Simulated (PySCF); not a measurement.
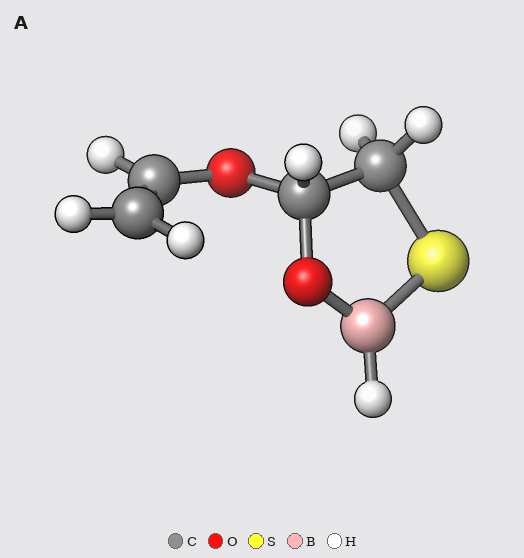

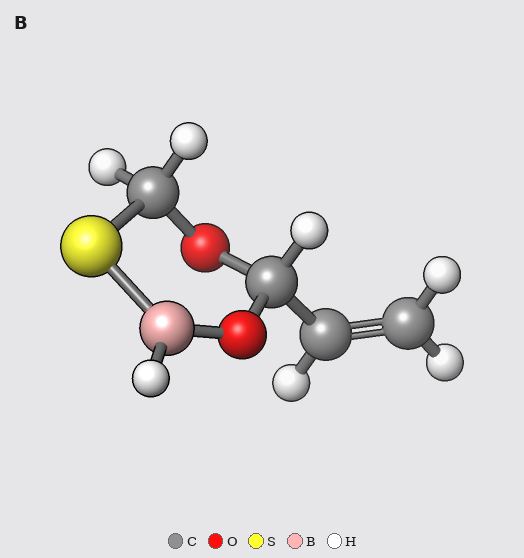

2 stationary structures of one formula. Geometries: GFN2-xTB. Electronic energies: PBE0/def2-SVPD (PySCF 2.14.0), without zero-point energy. No frequency run is at hand to confirm each as a minimum. Each is one conformer, not always the lowest.

How are they related?

Answer. They are constitutional isomers of C4H7BO2S: A `C=CO[C@@H]1CSBO1`, B `C=C[C@@H]1OBSCO1`.

Which structure is the most stable?

Answer. A is lowest; B lies 0.251 eV above it.

The geometry is semi-empirical. Around B such bond lengths and angles can be off by a tenth of an ångström or more and by several degrees, and values that hang on the shape move with them.
